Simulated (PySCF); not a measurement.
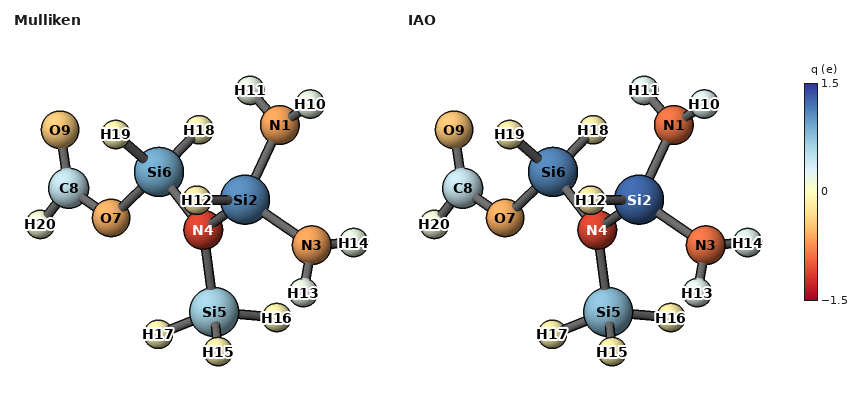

Atomic charges of one calculation by 2 schemes, on one colour scale. The geometry was computed by an optimisation with GFN2-xTB. No frequency run is at hand to confirm it as a minimum. Computed with PBE0/pcSseg-1 (PySCF 2.14.0).

> Which scheme gives the most polar picture (largest mean size of the charges)?

The IAO charges are the largest in size here.

> On which atom do the schemes disagree most?

On N1 (from −0.85 to −0.63 e); N3 (from −0.84 to −0.63 e).

List the charges (e), one line for each set of equivalent atoms.

```tsv
atom	Mulliken	IAO
N1	−0.63	−0.85
Si2	1.04	1.23
N3	−0.63	−0.84
N4	−1.08	−1.07
Si5	0.61	0.74
Si6	0.87	1.08
O7	−0.55	−0.57
C8	0.44	0.41
O9	−0.41	−0.44
H10	0.20	0.27
H11	0.19	0.26
H12	−0.12	−0.19
H13	0.20	0.26
H14	0.19	0.27
H15	−0.12	−0.14
H16	−0.09	−0.14
H17	−0.07	−0.11
H18	−0.08	−0.15
H19	−0.09	−0.14
H20	0.11	0.13
```

The geometry is semi-empirical. Around Si such bond lengths and angles can be off by a tenth of an ångström or more and by several degrees, and values that hang on the shape move with them.
